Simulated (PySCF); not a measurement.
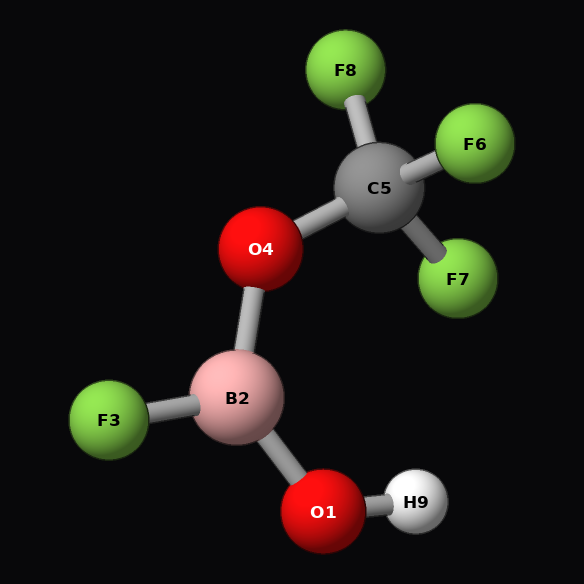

The questions are on isotropic NMR shieldings of the F atoms. Geometry: a distorted geometry made from a computed GFN2-xTB structure, not a minimum. Properties computed with GIAO PBE0/pcSseg-1 NMR shielding, non-relativistic, gas phase (PySCF 2.14.0).

### Which F atom is the most shielded (lowest chemical shift)?

F3 (297.2 ppm).

### Which F atom is the least shielded (highest chemical shift)?

F6 (231.3 ppm).

### How wide is the range of F shifts?

65.9 ppm.

Give the isotropic NMR shieldings of the F atoms atom by atom.

| atom | σ (ppm) |
| --- | --- |
| F3 | 297.2 |
| F6 | 231.3 |
| F7 | 242.9 |
| F8 | 239.5 |
